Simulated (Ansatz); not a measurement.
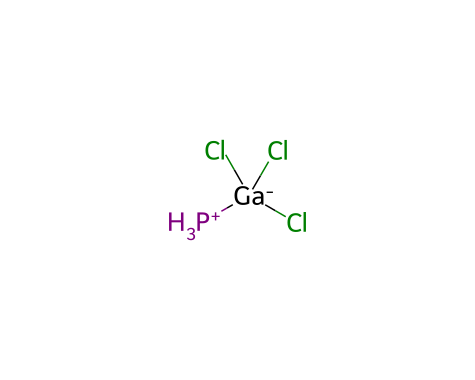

> Transcribe the drawing into SMILES.

[PH3+][Ga-]([Cl])([Cl])[Cl]

> What is the molecular formula?

Cl3GaH3P.

More results for the same structure follow; atom numbers are the same in all pictures, views and colours differ. Computed geometry: PBE0-D4/def2-TZVP optimisation.

**Dipole moment**

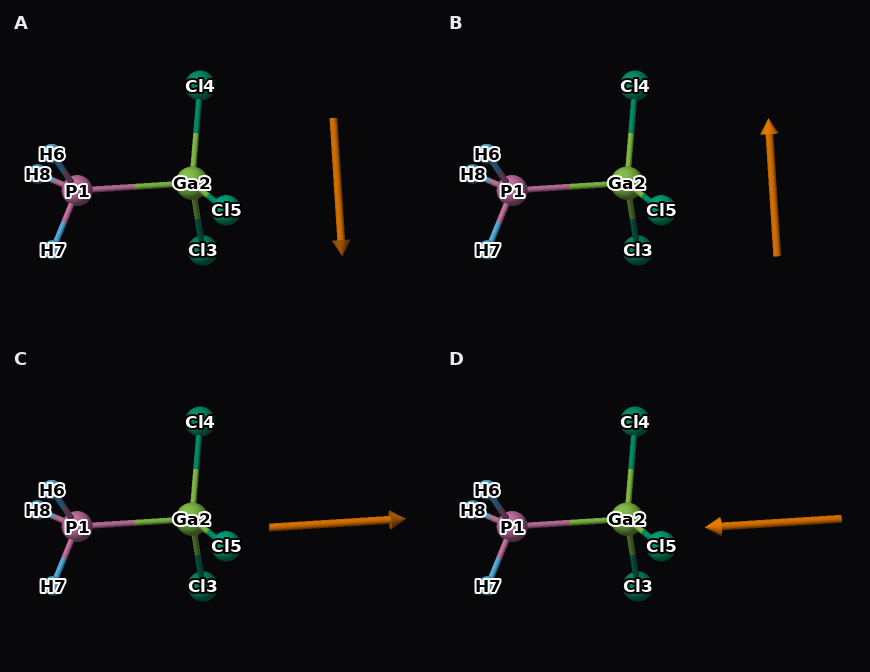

The same molecule four times, each with an arrow. Method: RKS PBE-D4/def2-TZVPP (Ansatz 0.2.0).

> Which arrow points along the dipole moment, from the negative to the positive end?

D. The dipole moment is 5.69 D; it points from the side of Cl3, Cl4, Cl5 to the side of H6, H7, H8 (the outermost atoms at the two ends).

**Charges**

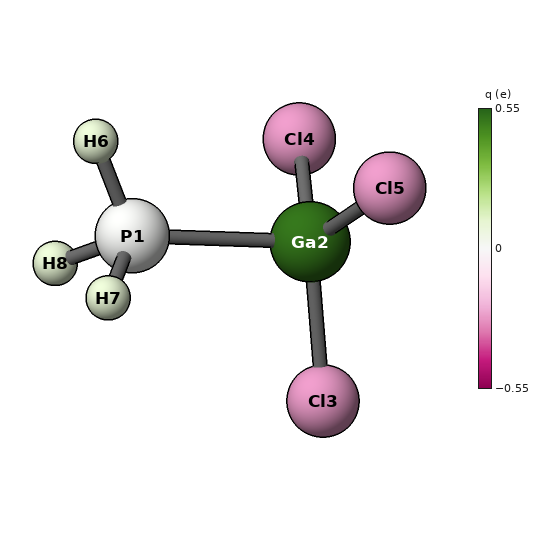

Atoms are coloured by their Mulliken charges. Method: RKS PBE-D4/def2-TZVPP (Ansatz 0.2.0).

Give the Mulliken charges atom by atom.

```
atom  value (e)
  P1       0.00
 Ga2       0.51
 Cl3      −0.27
 Cl4      −0.27
 Cl5      −0.27
  H6       0.10
  H7       0.10
  H8       0.10
```

**Vibrations**

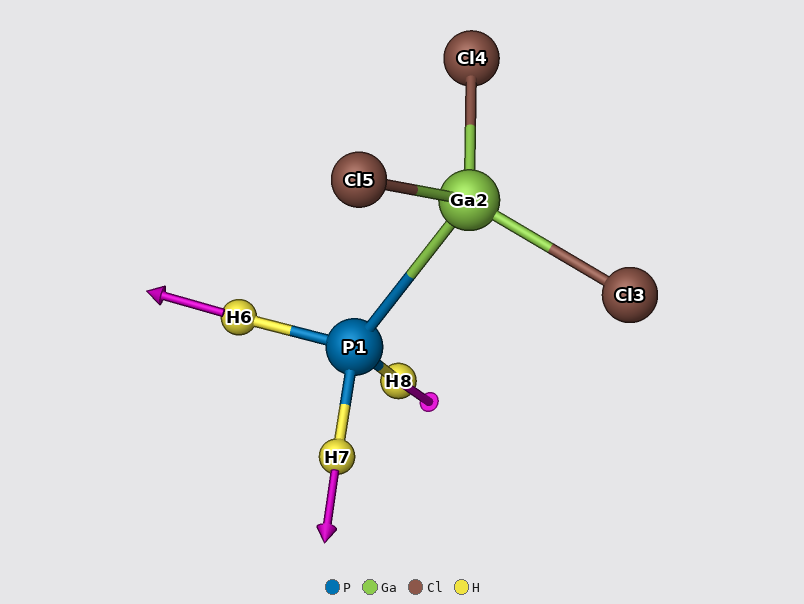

The arrows show one normal mode. Harmonic vibrations computed with RKS PBE0-D4/def2-TZVP (Ansatz 0.2.0) at a stationary point of the same level.

> What kind of motion is it?

Mostly in-phase stretching of 3 P–H bonds.

> Estimate its harmonic wavenumber.

2485 cm⁻¹; it is mode 16 of 18 counted from the lowest.

Mulliken values depend strongly on the basis set and can even reverse the polarity of a bond.
